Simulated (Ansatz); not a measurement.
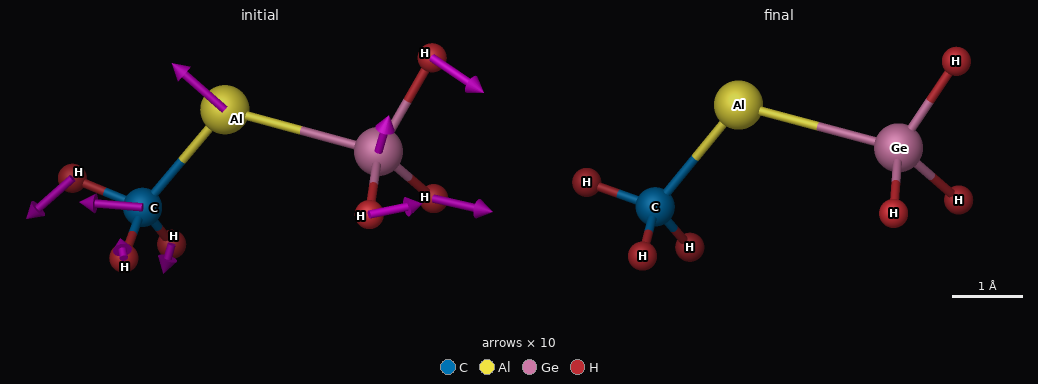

The structure of CH₆AlGe (multiplicity 2) (coarse preliminary run) before (left) and after (right) a relaxation, at one scale. The purple arrows give the displacements, 10 times their true length.

A ball-and-stick model, seen at a tilt.

The start comes from a force field.

All numbers below come from Ansatz 0.2.0, UKS PBE-D4/def2-SVP. Set-up: force threshold 0.03 eV/Å; at most 200 steps.

Q: What changed between the two?

A: After 4 geometry steps the energy has fallen by 0.249 eV. The largest force component goes from 3 to 0.014 eV/Å. The largest move after the best rigid fit is that of the Al atom, 0.10 Å. Largest moves by element: Al 0.10 Å, H 0.10 Å, C 0.09 Å, Ge 0.06 Å. Among the contacts that change: Al–Ge 2.426 → 2.524 Å, Ge–H 1.495 → 1.562 Å, Al–C 1.924 → 1.985 Å, C–H 1.060 → 1.113 Å. Among the angles between lasting bonds that change: H–Ge–H 112.0° → 106.2°, Al–Ge–H 108.7° → 112.8°, H–C–H 109.9° → 106.9°. The run took about 21 core-seconds on a shared host.
